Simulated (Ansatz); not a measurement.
CH7AlSn

```yaml
atoms:
  - { symbol: C, position_ang: [-1.3647, 1.2364, -0.8426] }
  - { symbol: Al, position_ang: [0.2121, 0.0725, -0.9185] }
  - { symbol: Sn, position_ang: [1.1505, -1.1793, 1.2494] }
  - { symbol: H, position_ang: [-1.0987, 2.2600, -1.1642] }
  - { symbol: H, position_ang: [-1.8234, 1.3024, 0.1563] }
  - { symbol: H, position_ang: [-2.1364, 0.8839, -1.5511] }
  - { symbol: H, position_ang: [0.9608, -0.1331, -2.3072] }
  - { symbol: H, position_ang: [1.1813, -2.8980, 1.0734] }
  - { symbol: H, position_ang: [0.2271, -0.8673, 2.6760] }
  - { symbol: H, position_ang: [2.7747, -0.7287, 1.6313] }
```

Core potentials replace the inner electrons of Sn.

Computed with RKS B3LYP-D4/def2-SVP (Ansatz).

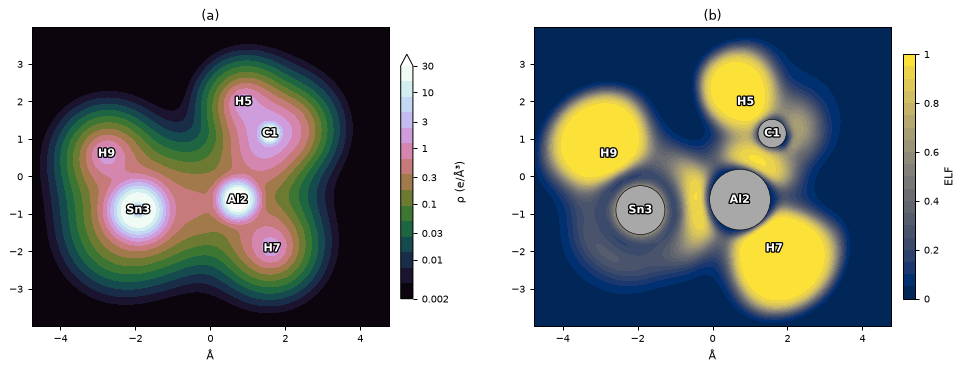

Figure 1. (a) electron density; (b) electron localisation function on the plane of atoms Sn3, Al2 and H7. Grey discs cover the atomic cores in the ELF map.

Question: Describe what can be read from this map.

Answer:
- The section cuts through C, Al, Sn and H sites.
- C–Al (1.96 Å): the density is about 0.71 e/Å³ at the midpoint; the ELF peaks at about 0.95 between the atoms; a shared but strongly polarised pair.
- Al–Sn (2.67 Å): ρ is about 0.42 e/Å³ halfway; the ELF peaks at about 0.95 between the atoms; a shared electron pair.
- C–H (1.10 Å): ρ at the midpoint is about 1.9 e/Å³; the ELF climbs to about 1 towards the hydrogen, as it does in any bond to H; an ordinary covalent bond to hydrogen.
- Al–H (1.59 Å): the density is about 0.53 e/Å³ at the midpoint; the ELF climbs to about 1 towards the hydrogen.
- Sn–H (1.73 Å): ρ at the midpoint is about 1.1 e/Å³; the ELF climbs to about 1 towards the hydrogen.

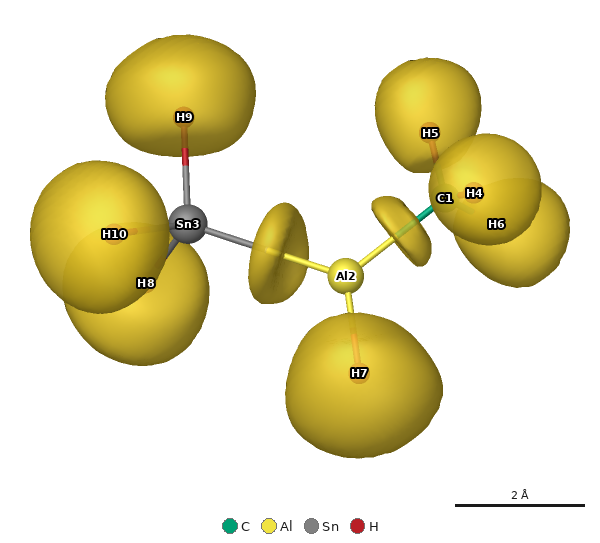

Figure 2. Isosurface of the electron localisation function at 0.85 (yellow), seen at a tilt. Only the valence region is drawn (cores and ρ < 0.01 e/Å³ removed).

Question: Where are the electrons localised?

Answer: At this value the surface marks out one region between bonded Al–C atoms (shared pairs), one region between bonded Al–Sn atoms (shared pairs) and seven regions around hydrogen nuclei.

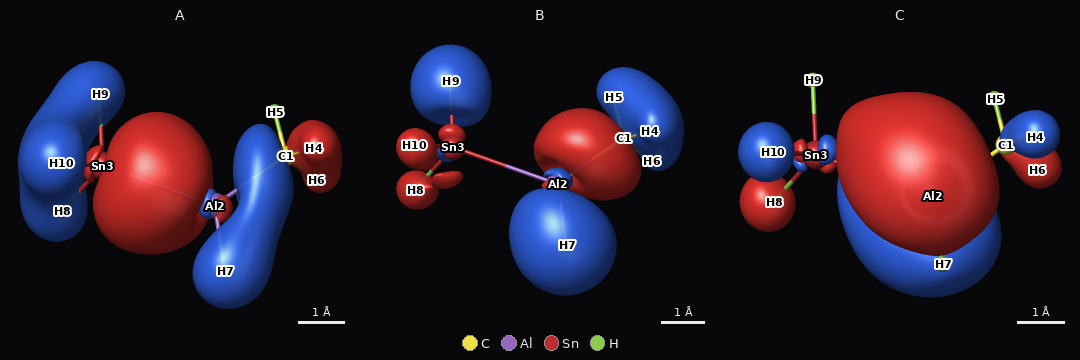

Figure 3. Three frontier orbitals at ±0.08 Å⁻³ᐟ² (blue and red are the two phases), in no order.

Question: Order the three orbitals by energy and name them.

Answer: B is the HOMO−1 (−8.05 eV). It lies mainly on C1 (about 30 %), H7 (about 25 %), Al2 (about 25 %), Sn3 (about 5 %) and H9 (about 5 %). A is the HOMO (−6.96 eV). By Hirshfeld shares it lies mainly on Sn3 (about 40 %), Al2 (about 25 %), C1 (about 10 %) and H7 (about 5 %). C is the LUMO (−2.03 eV). It lies mainly on Al2 (about 65 %) and Sn3 (about 15 %).

Question: What is the HOMO–LUMO gap?

Answer: 4.93 eV between the orbital energies.

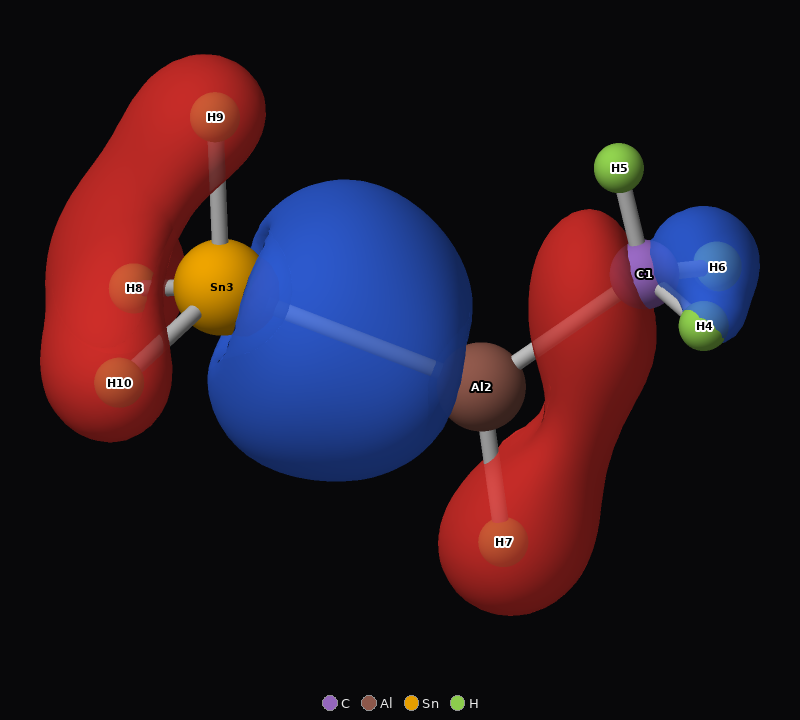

Figure 4. The HOMO at ±0.1 Å⁻³ᐟ² (red and blue are the two phases), seen at a tilt.

Question: Where does this orbital lie, and at what energy?

Answer: By Hirshfeld shares it lies mainly on Sn3 (about 40 %), Al2 (about 25 %), C1 (about 10 %) and H7 (about 5 %). Its energy is −6.96 eV.
